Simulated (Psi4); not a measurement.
# BH2ClO (SMILES OBCl): BLYP/cc-pVTZ (density fitting)

Wanted: a short trajectory of BH2ClO. 

The calculation is run with Psi4 1.11.

**1. The system as given**

BH2ClO has 5 atoms, charge 0, and is taken as a singlet. As SMILES, `OBCl`. The coordinates come from a PBE0-D4/def2-TZVP relaxation. This is one conformer, not always the lowest. The run starts from this shape.

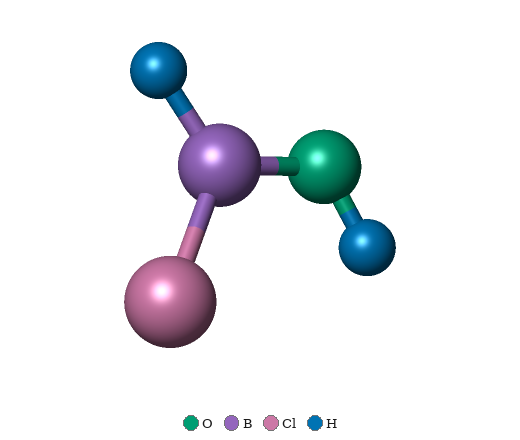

The structure, seen from a chosen angle (oxygen teal, boron purple, chlorine pink, hydrogen blue).

**2. A short trajectory at BLYP/cc-pVTZ (density fitting)**

run_ase.py reads:

```python
import numpy as np
from ase.calculators.psi4 import Psi4
from ase import Atoms
from ase import units
from ase.md.velocitydistribution import MaxwellBoltzmannDistribution, Stationary
from ase.md.verlet import VelocityVerlet

a = Atoms(['O', 'B', 'Cl', 'H', 'H'], positions=[
    [-0.863300, -0.618600, -0.002900],
    [0.379000, -0.137200, 0.137900],
    [0.788600, 1.496000, -0.395300],
    [-1.477700, 0.001200, -0.409700],
    [1.223300, -0.815100, 0.628600],
])
calc = Psi4(atoms=a, method='blyp', basis='cc-pVTZ', memory='1600MB', num_threads=1, charge=0, multiplicity=1, label='psi4-calc')
a.calc = calc

MaxwellBoltzmannDistribution(a, temperature_K=100.0, rng=np.random.default_rng(228))
Stationary(a)
dyn = VelocityVerlet(a, 1.0 * units.fs)
def show():
    ep, ek = a.get_potential_energy(), a.get_kinetic_energy()
    print(f'step {dyn.nsteps:3d}  Epot {ep:14.6f}  Ekin {ek:9.6f}  Etot {ep + ek:14.6f} eV  T {a.get_temperature():7.1f} K')
dyn.attach(show)
dyn.run(25)
```

Started as:

```console
$ python run_ase.py
```

psi4-calc.dat:

```text
[...]
  Running in c1 symmetry.
[...]
  Nuclear repulsion =   83.403143981873697
[...]
  Multiplicity = 1
[...]
  Nalpha       = 16
  Nbeta        = 16
[...]
    Number of basis functions: 122
[...]
   @DF-RKS iter   1:  -561.32415313525178   -1.62259e-01   6.86115e-03 DIIS/ADIIS
[...]
   @DF-RKS iter  12:  -561.59714462829811   -4.32010e-12   1.87166e-09 DIIS
[...]
    Orbital Energies [Eh]
    ---------------------
    Doubly Occupied:
       1A   -100.758596     2A    -18.825225     3A     -9.175227
       4A     -7.005117     5A     -7.000357     6A     -6.998754
       7A     -6.605947     8A     -0.961645     9A     -0.746760
      10A     -0.531220    11A     -0.419367    12A     -0.387626
      13A     -0.350997    14A     -0.310624    15A     -0.285735
      16A     -0.274407
[...]
  @DF-RKS Final Energy:  -561.59714462829811
   => Energetics <=
    Nuclear Repulsion Energy =             83.4031439818736970
    One-Electron Energy =                -939.0205058339406605
    Two-Electron Energy =                 335.6244132293076632
    DFT Exchange-Correlation Energy =     -41.6041960055388458
    Empirical Dispersion Energy =           0.0000000000000000
    VV10 Nonlocal Energy =                  0.0000000000000000
    Total Energy =                       -561.5971446282981105
[...]
 Multipole Moments:
 ------------------------------------------------------------------------------------
     Multipole            Electronic (a.u.)      Nuclear  (a.u.)        Total (a.u.)
 ------------------------------------------------------------------------------------
 L = 1.  Multiply by 2.5417464519 to convert [e a0] to [Debye]
 Dipole X            :          0.9104414           -1.3489590           -0.4385176
 Dipole Y            :          1.8489673           -1.9113065           -0.0623392
 Dipole Z            :         -0.7006630            0.5523695           -0.1482935
 Magnitude           :                                                    0.4670919
[...]
  -Total Gradient:
     Atom            X                  Y                   Z
    ------   -----------------  -----------------  -----------------
       1        0.010356357579    -0.000546813334     0.005055315696
       2       -0.001849200726    -0.017607895336     0.003251497060
       3       -0.001094245385     0.007666159804    -0.003305799293
       4       -0.009094206266     0.008159036783    -0.006979239160
       5        0.001636488165     0.002394972278     0.001922809673
[...]
```

The script printed:

```text
step   0  Epot  -15281.852521  Ekin  0.069208  Etot  -15281.783313 eV  T   107.1 K
step   1  Epot  -15281.839391  Ekin  0.057229  Etot  -15281.782162 eV  T    88.5 K
step   2  Epot  -15281.831916  Ekin  0.049917  Etot  -15281.781998 eV  T    77.2 K
step   3  Epot  -15281.832728  Ekin  0.049932  Etot  -15281.782797 eV  T    77.3 K
step   4  Epot  -15281.830841  Ekin  0.047976  Etot  -15281.782865 eV  T    74.2 K
step   5  Epot  -15281.824466  Ekin  0.042180  Etot  -15281.782286 eV  T    65.3 K
step   6  Epot  -15281.821525  Ekin  0.039478  Etot  -15281.782047 eV  T    61.1 K
step   7  Epot  -15281.825388  Ekin  0.042885  Etot  -15281.782503 eV  T    66.4 K
step   8  Epot  -15281.829298  Ekin  0.046244  Etot  -15281.783054 eV  T    71.6 K
step   9  Epot  -15281.825852  Ekin  0.043200  Etot  -15281.782651 eV  T    66.8 K
step  10  Epot  -15281.821578  Ekin  0.039900  Etot  -15281.781679 eV  T    61.7 K
step  11  Epot  -15281.829763  Ekin  0.047704  Etot  -15281.782059 eV  T    73.8 K
step  12  Epot  -15281.844745  Ekin  0.061433  Etot  -15281.783311 eV  T    95.1 K
step  13  Epot  -15281.848596  Ekin  0.065254  Etot  -15281.783342 eV  T   101.0 K
step  14  Epot  -15281.839946  Ekin  0.057659  Etot  -15281.782287 eV  T    89.2 K
step  15  Epot  -15281.833588  Ekin  0.051942  Etot  -15281.781646 eV  T    80.4 K
step  16  Epot  -15281.838650  Ekin  0.056455  Etot  -15281.782195 eV  T    87.4 K
step  17  Epot  -15281.846902  Ekin  0.063731  Etot  -15281.783171 eV  T    98.6 K
step  18  Epot  -15281.844615  Ekin  0.061611  Etot  -15281.783004 eV  T    95.3 K
step  19  Epot  -15281.834533  Ekin  0.052606  Etot  -15281.781926 eV  T    81.4 K
step  20  Epot  -15281.831263  Ekin  0.049257  Etot  -15281.782006 eV  T    76.2 K
step  21  Epot  -15281.833909  Ekin  0.051109  Etot  -15281.782801 eV  T    79.1 K
step  22  Epot  -15281.831396  Ekin  0.048810  Etot  -15281.782585 eV  T    75.5 K
step  23  Epot  -15281.825861  Ekin  0.044019  Etot  -15281.781842 eV  T    68.1 K
step  24  Epot  -15281.827480  Ekin  0.045685  Etot  -15281.781794 eV  T    70.7 K
step  25  Epot  -15281.836693  Ekin  0.054091  Etot  -15281.782602 eV  T    83.7 K
```

It took 2 min on 1 thread of AMD EPYC 9R45 (Zen 5), shared host; peak memory 1.1 GiB.

Step by step:

| step | potential energy change (eV) | largest force (eV/Å) |
| --- | --- | --- |
| 0 | 0.0000 | 0.6817 |
| 2 | 0.0206 | 1.0375 |
| 4 | 0.0217 | 0.8966 |
| 6 | 0.0310 | 1.4254 |
| 8 | 0.0232 | 1.2342 |
| 10 | 0.0309 | 1.2010 |
| 12 | 0.0078 | 0.7465 |
| 14 | 0.0126 | 0.8971 |
| 16 | 0.0139 | 1.1845 |
| 18 | 0.0079 | 1.1467 |
| 20 | 0.0213 | 1.4861 |
| 22 | 0.0211 | 0.7061 |
| 24 | 0.0250 | 1.0302 |
| 25 | 0.0158 | 0.9256 |

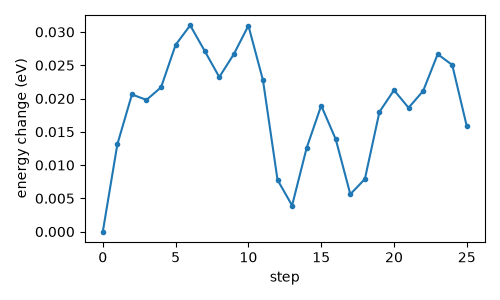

Energy along the run.

**3. What came out**

Level: BLYP/cc-pVTZ (density fitting).

| quantity | value |
| --- | --- |
| potential energy of the last frame | -561.59714 Eh |
